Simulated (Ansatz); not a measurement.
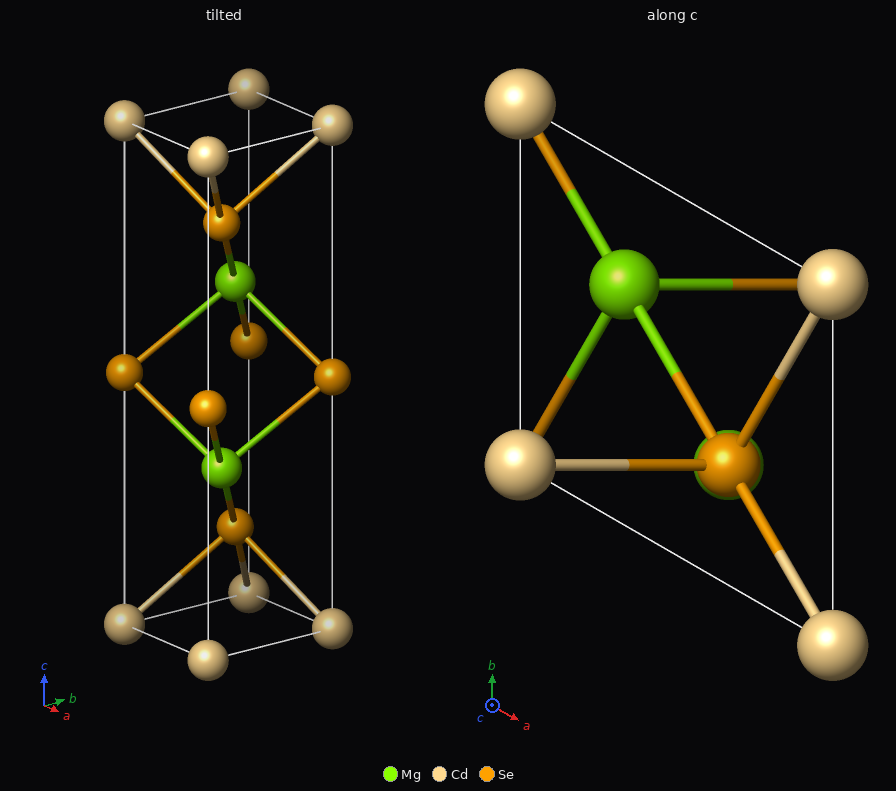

The crystal in a ball-and-stick representation, seen slightly off an axis and along the c axis. The edges of the conventional unit cell are marked.

Mg2CdSe3, space group P-3m1 (No. 164), a = 3.954 Å, b = 3.954 Å, c = 9.686 Å, α = 90.00°, β = 90.00°, γ = 120.00°. Provenance: a structure type filled with these elements by a generator (whether the compound takes this form wasn't checked). Earlier steps of the study, as a rule a relaxation of our own, may have changed the cell and positions, so they can lie some per cent off the listed ones. It was run through Ansatz as a DFT input.

This one geometry was computed with Ansatz (DFT, plane waves, PAW) at three levels of theory: PBE, HSE06 and r2SCAN.

Which level gives the highest pressure at this volume, and what does that say about its equilibrium volume?

Highest: PBE (0.0 GPa), which points to the largest equilibrium volume. Lowest, with the smallest volume: HSE06 (-1.6 GPa) and r2SCAN (-1.4 GPa). Levels within 0.5 GPa of each other can't be told apart.

How does the band gap change with the level of theory?

PBE: a gap of 0.88 eV, indirect; r2SCAN: a gap of 1.43 eV, indirect; HSE06: a gap of 1.72 eV, indirect.

Collect the results in a table.

| level | cutoff (eV) | k-mesh of the run's cell | gap (eV) | pressure (GPa) |
| --- | --- | --- | --- | --- |
| PBE | 420 | 12×12×4 | 0.88 | 0.0 |
| HSE06 | 420 | 6×6×2 | 1.72 | -1.6 |
| r2SCAN | 500 | 12×12×4 | 1.43 | -1.4 |

Gaps are taken on the k-mesh or band path of each run.
